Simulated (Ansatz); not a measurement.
# Sn wire along [111], 38 atoms a period, H-terminated: bands by functional, part 2 of 2

Aim: is the Sn wire along [111], 38 atoms a period, H-terminated a metal or a semiconductor?

Ansatz 0.2.0; DFT PBE, plane waves, PAW; relaxation of a wire's period; PAW set soft_1 (the session's first sound run).

So far: Starting point; Relaxation of atoms and period.

**2. Relaxation of atoms and period (continued)**

Step by step:

```tsv
step	energy less that of the first step (eV)	largest force component (eV/Å)	pressure (GPa)	volume (Å³)
1	0.0000	0.1989	-0.36	4601.73
2	0.9413	1.0637	0.50	4566.74
3	-0.2156	0.0713	-0.07	4598.74
4	-0.2231	0.0231	-0.03	4606.89
5*	-0.2235	0.0231	-0.03	4606.89
```

Relaxation steps marked * repeat the geometry before them on a plane-wave basis chosen anew for their cell, so energy and pressure can jump there. Relaxation step 2 was tried and not accepted.

Forces are held to the 4 operations that the run works with; a distortion that breaks them can't arise in this run.

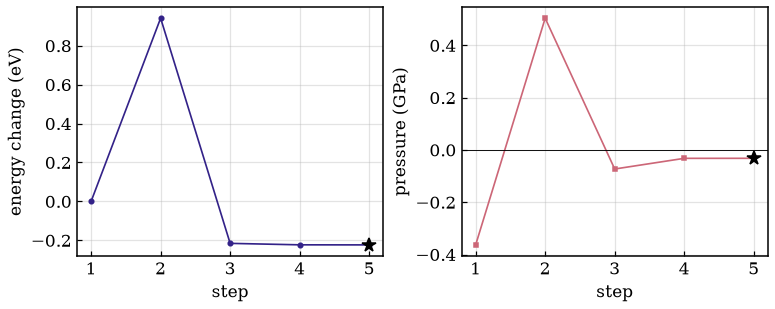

Energy and pressure along the relaxation. Stars mark steps on a basis chosen anew.

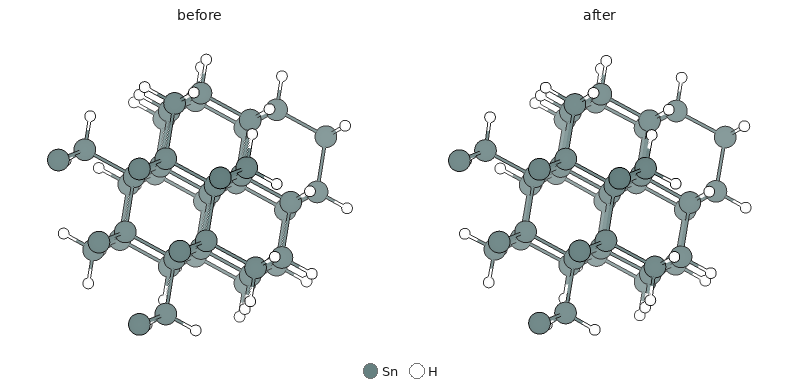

Before and after, at one scale.

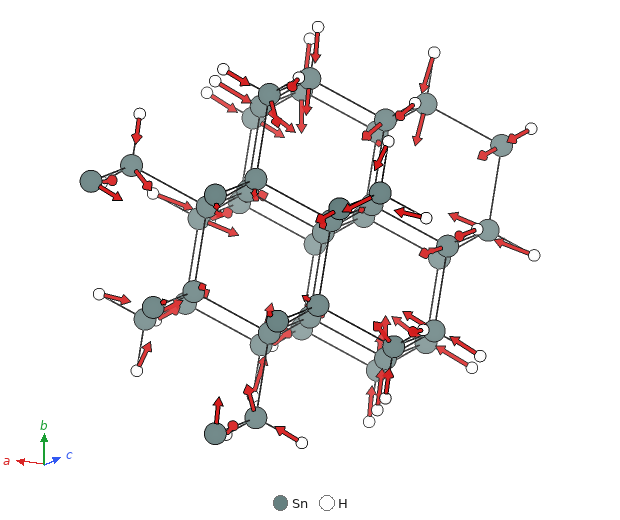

Displacements in the relaxation, exaggerated, measured against the changing cell; the longest in the cell stands for 0.08 Å. Some periodic images of atoms are drawn too.

```tsv
cell as run	before	after	change
c (Å)	11.518	11.531	+0.1 %
```

The atoms that moved most (Å, along periodic axes as changes of fractional coordinates times the final cell, across vacuum about the mean position):

```tsv
atom	dx	dy	dz	length
H34	0.066	-0.030	0.035	0.080
H39	-0.066	-0.030	0.035	0.080
H60	0.066	0.030	-0.035	0.080
H65	-0.066	0.030	-0.035	0.080
H36	0.008	0.072	0.035	0.080
H37	-0.008	0.072	0.035	0.080
H62	0.008	-0.072	-0.035	0.080
H63	-0.008	-0.072	-0.035	0.080
```

This step gave:

```
cell length along the wire : 11.53 Å
```

The cell's length comes to 11.531 Å with spin left out.

**3. The wire at its relaxed period**

This step: DFT PBE, plane waves, PAW; bands of a perfect wire; PAW set soft_1 (Ansatz 0.2.0).

At the relaxed period the bands are computed along the axis; those that cross an energy going forward count the channels that a perfect wire would open there.

input.yaml reads:

```yaml
crystal:
  lattice:
    - [19.062, 0.0, 0.0]
    - [0.0, 20.959, 0.0]
    - [0.0, 0.0, 11.5310475445]
  atoms:
    - { symbol: Sn, position: [0.255946993, 0.628155882, 0.001073652] }
    - { symbol: Sn, position: [0.377368009, 0.435599725, 0.00029925] }
    - { symbol: Sn, position: [0.5, 0.628789962, 0.000293975] }
    - { symbol: Sn, position: [0.256158564, 0.628044617, 0.247251474] }
    - { symbol: Sn, position: [0.37758019, 0.435716887, 0.249633848] }
    - { symbol: Sn, position: [0.5, 0.243912954, 0.247260345] }
    - { symbol: Sn, position: [0.5, 0.628565952, 0.249630429] }
    - { symbol: Sn, position: [0.62241981, 0.435716887, 0.249633848] }
    - { symbol: Sn, position: [0.743841436, 0.628044617, 0.247251474] }
    - { symbol: H, position: [0.180815252, 0.409067337, 0.285644214] }
    - { symbol: H, position: [0.25383388, 0.294057022, 0.285629213] }
    - { symbol: H, position: [0.42699003, 0.796867074, 0.285604805] }
    - { symbol: H, position: [0.57300997, 0.796867074, 0.285604805] }
    - { symbol: H, position: [0.74616612, 0.294057022, 0.285629213] }
    - { symbol: H, position: [0.819184748, 0.409067337, 0.285644214] }
    - { symbol: H, position: [0.180815252, 0.590932663, 0.297689119] }
    - { symbol: H, position: [0.25383388, 0.705942978, 0.29770412] }
    - { symbol: H, position: [0.42699003, 0.203132926, 0.297728529] }
    - { symbol: H, position: [0.57300997, 0.203132926, 0.297728529] }
    - { symbol: H, position: [0.74616612, 0.705942978, 0.29770412] }
    - { symbol: H, position: [0.819184748, 0.590932663, 0.297689119] }
    - { symbol: Sn, position: [0.256158564, 0.371955383, 0.336081859] }
    - { symbol: Sn, position: [0.37758019, 0.564283113, 0.333699485] }
    - { symbol: Sn, position: [0.5, 0.371434048, 0.333702905] }
    - { symbol: Sn, position: [0.5, 0.756087046, 0.336072989] }
    - { symbol: Sn, position: [0.62241981, 0.564283113, 0.333699485] }
    - { symbol: Sn, position: [0.743841436, 0.371955383, 0.336081859] }
    - { symbol: Sn, position: [0.255946993, 0.371844118, 0.582259681] }
    - { symbol: Sn, position: [0.377368009, 0.564400275, 0.583034083] }
    - { symbol: Sn, position: [0.5, 0.371210038, 0.583039358] }
    - { symbol: Sn, position: [0.5, 0.756322383, 0.582254406] }
    - { symbol: Sn, position: [0.622631991, 0.564400275, 0.583034083] }
    - { symbol: Sn, position: [0.744053007, 0.371844118, 0.582259681] }
    - { symbol: H, position: [0.181821433, 0.537950528, 0.619044757] }
    - { symbol: H, position: [0.304762955, 0.731634099, 0.619023537] }
    - { symbol: H, position: [0.377061154, 0.230406779, 0.619018893] }
    - { symbol: H, position: [0.622938846, 0.230406779, 0.619018893] }
    - { symbol: H, position: [0.695237045, 0.731634099, 0.619023537] }
    - { symbol: H, position: [0.818178567, 0.537950528, 0.619044757] }
    - { symbol: H, position: [0.181323107, 0.332675029, 0.63295083] }
    - { symbol: H, position: [0.5, 0.834679472, 0.63295698] }
    - { symbol: H, position: [0.818676893, 0.332675029, 0.63295083] }
    - { symbol: Sn, position: [0.25668062, 0.498786844, 0.668326139] }
    - { symbol: Sn, position: [0.377183472, 0.308945882, 0.668330687] }
    - { symbol: Sn, position: [0.37949149, 0.692269847, 0.668318604] }
    - { symbol: Sn, position: [0.5, 0.500001505, 0.666510447] }
    - { symbol: Sn, position: [0.62050851, 0.692269847, 0.668318604] }
    - { symbol: Sn, position: [0.622816528, 0.308945882, 0.668330687] }
    - { symbol: Sn, position: [0.74331938, 0.498786844, 0.668326139] }
    - { symbol: Sn, position: [0.25668062, 0.501213156, 0.915007194] }
    - { symbol: Sn, position: [0.37949149, 0.307730153, 0.915014729] }
    - { symbol: Sn, position: [0.377183472, 0.691054118, 0.915002647] }
    - { symbol: Sn, position: [0.5, 0.499998495, 0.916822887] }
    - { symbol: Sn, position: [0.622816528, 0.691054118, 0.915002647] }
    - { symbol: Sn, position: [0.62050851, 0.307730153, 0.915014729] }
    - { symbol: Sn, position: [0.74331938, 0.501213156, 0.915007194] }
    - { symbol: H, position: [0.181323107, 0.667324971, 0.950382503] }
    - { symbol: H, position: [0.5, 0.165320528, 0.950376353] }
    - { symbol: H, position: [0.818676893, 0.667324971, 0.950382503] }
    - { symbol: H, position: [0.181821433, 0.462049472, 0.964288576] }
    - { symbol: H, position: [0.304762955, 0.268365901, 0.964309796] }
    - { symbol: H, position: [0.377061154, 0.769593221, 0.96431444] }
    - { symbol: H, position: [0.622938846, 0.769593221, 0.96431444] }
    - { symbol: H, position: [0.695237045, 0.268365901, 0.964309796] }
    - { symbol: H, position: [0.818178567, 0.462049472, 0.964288576] }
    - { symbol: Sn, position: [0.5, 0.243677617, 0.001078928] }
    - { symbol: Sn, position: [0.622631991, 0.435599725, 0.00029925] }
    - { symbol: Sn, position: [0.744053007, 0.628155882, 0.001073652] }
kpoints:
  mp_grid: { grid: [1, 1, 7] }
  band_path: { path: ["Γ", Z], npoints: 90 }
scf:
  occupations: { method: fermi_dirac, width: 0.05 }
hamiltonian:
  xc: pbe
  pseudopotentials: { kind: paw, azcp: { folder: soft_1 } }
output:
  dos: { e_range: [-5, 4] }
  write_potential: true
  write_density: true
  volumetric_format: npy
```

Started as:

```
> ansatz run input.yaml --threads 4 --pin off --max-ram 16384MiB --backend cpu --events-out ev --progress --plain --runs-dir out
```

Numbers of over 12 decimals in the logs are rounded to 6 here.

Log:

```text
[...]
Crystal: 68 atoms, lattice volume = 4606.889 Å³
Basis set: ecut = 420 eV, 89919 PW (Γ)
Bands: 349, of which v1, the nominal top of the filled ones, is band 281 counted from 1 (280 counted from 0)
Symmetry: 4 space group operations
[...]
k-points: 4 of 7
[...]
SCF iter   1: F=—  HF=-229394.779923 eV  |F-HF|=—  |Δ(HF+E_count)|=         —  Δρ=2.56e-2  dr2=3.16e1  ethr=3.10e-3  ⟨swp⟩=6.8  Hψ=6363  notcnv=0  defer=84
[...]
SCF iter  11: F=-229386.017502 eV  HF=-229386.017502 eV  |F-HF|=3.49e-9  |Δ(HF+E_count)|=   1.01e-6  Δρ=7.83e-7  dr2=6.27e-8  ethr=1.78e-11  ⟨swp⟩=16.0  Hψ=7586  notcnv=0
SCF 1 converged in 11 iterations: F = -229386.017502 eV  dr2 = 6.27e-8
[...]
NSCF: frozen V_eff on 91 k-points
WARN: pass on a band path, mesh or list of k-points: the 91 k-points are solved 9 at a time at the most, because the 14.40 GiB of host memory that the pass is priced against does not hold them all with the solver's workspace as planned. The pass can take longer, above all where fewer k-points are solved at a time than the run has threads. As a rule a larger memory budget leaves room for more at once. The budget is what a run with no `--max-ram-frac` typed is planned for, 0.8 of the host's memory or its container's limit. More memory there lifts it, and so does a share over 0.88 that is typed (of such a share the budget is ten elevenths): [rest of the remark cut]
WARN: The output density's exchange-correlation potential varies sharply where the density is thin. Do not read a vacuum level from v_tot or v_xc, or from such a field of the output density. On a cell that repeats whose density bears no net charge and no dipole along the vacuum's axis use v_es (v_loc + v_h of the components); under efield.dipole_correction with no amplitude use v_es + v_field, which holds any externa [...]
SCF converged after 11 iterations
Free energy (F): -229386.017502 eV
[...]
Internal energy: -229386.017497 eV  (E = F + TS)
E sigma→0 (E₀):  -229386.017500 eV
Entropy (-TS):   -0.000005 eV (-0.000 meV/atom)
Fermi energy:    -0.809724 eV
[...]
--- Band table (eV) ---
  k-point 0: bands = [... 277 lower, -1.9944, -1.9275, -1.9273, -1.3725, -0.2419, 0.4087, 0.4101, 0.5830, ... 64 higher]
  k-point 1: bands = [... 277 lower, -2.1017, -1.8578, -1.8576, -1.5521, -0.1133, 0.2801, 0.2813, 0.5369, ... 64 higher]
  k-point 2: bands = [... 277 lower, -2.1255, -1.9366, -1.8526, -1.8525, 0.1134, 0.1440, 0.1450, 0.2663, ... 64 higher]
  k-point 3: bands = [... 277 lower, -2.0712, -2.0710, -1.9272, -1.9270, 0.0256, 0.1048, 0.1055, 0.4033, ... 64 higher]
```

Wall time 37 min (4 threads of Intel Xeon Platinum 8375C at 2.90GHz (Ice Lake), shared host); peak memory 11 GiB; 2.3 h of CPU time.

This step gave:

| Item | Value |
| --- | --- |
| band gap | 1.131 eV |

Electronic bands along the path, in eV, zero at the Fermi level; v1 is the highest filled band, c1 the lowest empty one:

```tsv
point	v4	v3	v2	v1	c1	c2	c3	c4
Γ	-1.18	-1.12	-1.12	-0.56	0.57	1.22	1.22	1.39
Z	-1.24	-1.24	-1.14	-1.14	0.81	0.91	0.91	1.26
```

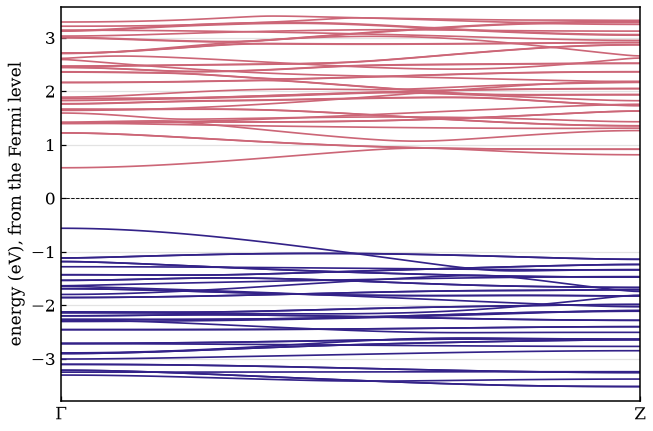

Electronic bands along the path; lines of filled and empty bands in two colours.

The gap is 1.13 eV, with spin left out.

On this path the gap is direct, 1.13 eV, with the valence top at Γ and the conduction bottom at Γ.

**4. Levels at the same atoms, cutoff 500 eV, k-mesh 1×1×6**

This step: DFT r2SCAN, plane waves, PAW; bands of a perfect wire at the PBE geometry; PAW set soft_1 (Ansatz 0.2.0).

The atoms stay at the PBE geometry and the functional changes. r2SCAN also reads the kinetic-energy density; it often gives larger moments and wider gaps than PBE, at a higher cost. Against the first PBE run of this kind, the cutoff is 500 eV against 420 and the mesh along the wire has 6 points against 7.

input.yaml: that of step 3 with these lines changed.

```diff
@@ -75,3 +75,3 @@
 kpoints:
-  mp_grid: { grid: [1, 1, 7] }
+  mp_grid: { grid: [1, 1, 6] }
   band_path: { path: ["Γ", Z], npoints: 90 }
@@ -80,8 +80,3 @@
 hamiltonian:
-  xc: pbe
+  xc: r2scan
   pseudopotentials: { kind: paw, azcp: { folder: soft_1 } }
-output:
-  dos: { e_range: [-5, 4] }
-  write_potential: true
-  write_density: true
-  volumetric_format: npy
```

Log:

```text
[...]
Crystal: 68 atoms, lattice volume = 4606.889 Å³
Basis set: ecut = 500 eV, 116899 PW (Γ), exchange–correlation on 576×640×360 points (64 copies of the dense FFT grid, shifted against one another)
Bands: 349, of which v1, the nominal top of the filled ones, is band 281 counted from 1 (280 counted from 0)
Symmetry: 4 space group operations
[...]
k-points: 4 of 6
[...]
SCF iter   1: F=—  HF=-229940.110600 eV  |F-HF|=—  |Δ(HF+E_count)|=         —  Δρ=2.45e-2  dr2=2.83e1  dr2_τ=2.29e-1  ethr=3.10e-3  ⟨swp⟩=7.0  Hψ=5667  notcnv=0  defer=74
[...]
SCF iter  11: F=-229935.380172 eV  HF=-229935.380172 eV  |F-HF|=8.41e-8  |Δ(HF+E_count)|=   1.48e-6  Δρ=7.80e-7  dr2=6.30e-8  dr2_τ=1.25e-9  ethr=1.78e-11  ⟨swp⟩=18.2  Hψ=7478  notcnv=0
SCF 1 converged in 11 iterations: F = -229935.380172 eV  dr2 = 6.30e-8
[...]
SCF converged after 11 iterations
Free energy (F): -229935.380172 eV
[...]
Internal energy: -229935.380171 eV  (E = F + TS)
E sigma→0 (E₀):  -229935.380172 eV
Entropy (-TS):   -0.000000 eV (-0.000 meV/atom)
Fermi energy:    -0.814963 eV
[...]
--- Band table (eV) ---
  k-point 0: bands = [... 277 lower, -2.1756, -2.1092, -2.1090, -1.5267, -0.0980, 0.5286, 0.5295, 0.6546, ... 64 higher]
  k-point 1: bands = [... 277 lower, -2.3049, -2.0314, -2.0312, -1.7615, 0.0547, 0.3625, 0.3632, 0.5991, ... 64 higher]
  k-point 2: bands = [... 277 lower, -2.3247, -2.2489, -2.0575, -2.0574, 0.2108, 0.2217, 0.2222, 0.4069, ... 64 higher]
  k-point 3: bands = [... 277 lower, -2.2446, -2.2444, -2.1411, -2.1409, 0.1025, 0.1983, 0.1987, 0.5628, ... 64 higher]
```

It took 67 min on 4 threads; peak memory 14 GiB; 4.2 h of CPU time.

Numbers from this step:

| Property | Result |
| --- | --- |
| band gap | 1.429 eV |

The electronic bands at the labelled points (eV, zero at the Fermi level; v1 is the highest filled band, c1 the lowest empty one):

```tsv
point	v4	v3	v2	v1	c1	c2	c3	c4
Γ	-1.36	-1.29	-1.29	-0.71	0.72	1.34	1.34	1.47
Z	-1.43	-1.43	-1.33	-1.33	0.92	1.01	1.01	1.38
```

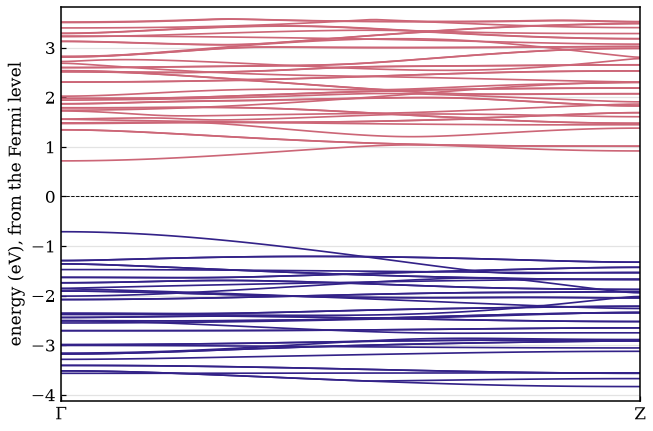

Electronic bands along the path; lines of filled and empty bands in two colours.

The gap is 1.43 eV, against 1.13 eV under PBE at the relaxed period.

**5. Summary of results**

* cell length, PBE: 11.53 Å
* gap, PBE: 1.13 eV
* gap, r2SCAN: 1.43 eV

What this shows: Under PBE the cell's length is 11.53 Å, and a gap of 1.13 eV makes it a semiconductor. At the relaxed period the wire is gapped under every functional, from 1.13 eV (PBE) to 1.43 eV (r2SCAN). Weak screening in one dimension makes quasiparticle gaps larger than the semilocal gaps, as a rule.

[Logs are printed without paths, hosts, clocks, repeated set-up lines and the standing remarks that a program may print on its own settings, such as how far it seeks lower states.]

[Hosts, paths, dates, database ids (printed as entryN), source tags and the programs' standing remarks are cut or masked in the printed files.]
